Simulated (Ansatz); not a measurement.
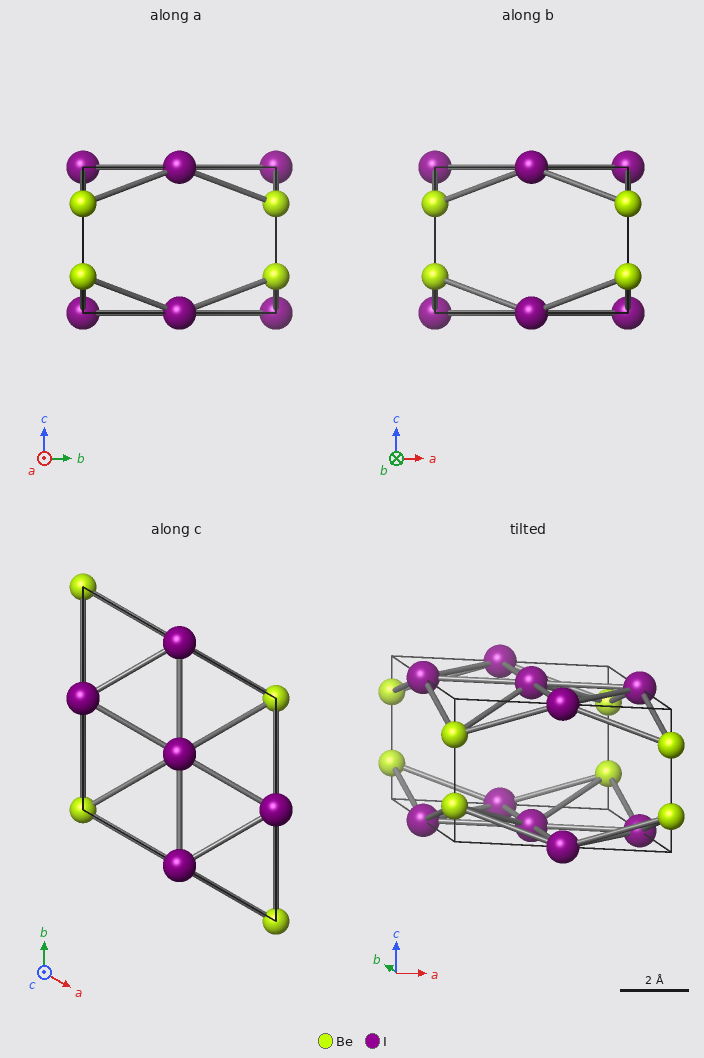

The image is a ball-and-stick drawing of a crystal, viewed along the a axis, along the b axis, along the c axis and slightly off an axis. One conventional unit cell is framed, with atoms on its boundary repeated.

Lattice parameters: a = 6.6123 Å, b = 6.6123 Å, c = 4.3267 Å, α = 90.000°, β = 90.000°, γ = 120.000°.

**Set out the cell and atoms as a CIF with its space group and independent sites.**

```cif
data_structure
_symmetry_space_group_name_H-M 'P 6/m m m'
_symmetry_Int_Tables_number 191
_cell_length_a 6.6123
_cell_length_b 6.6123
_cell_length_c 4.3267
_cell_angle_alpha 90.000
_cell_angle_beta 90.000
_cell_angle_gamma 120.000
_cell_volume 163.83
loop_
_atom_site_label
_atom_site_type_symbol
_atom_site_symmetry_multiplicity
_atom_site_Wyckoff_symbol
_atom_site_fract_x
_atom_site_fract_y
_atom_site_fract_z
_atom_site_occupancy
Be1 Be 2 e 0.0000 0.0000 0.7496 1
I1 I 3 f 0.5000 0.0000 0.0000 1
```

Origin of the cell: a random cell made by a generator, so it need not be a real form of the compound. The geometry was optimised with DFT PBE, scalar-relativistic, plane waves, PAW in Ansatz 0.2.0.
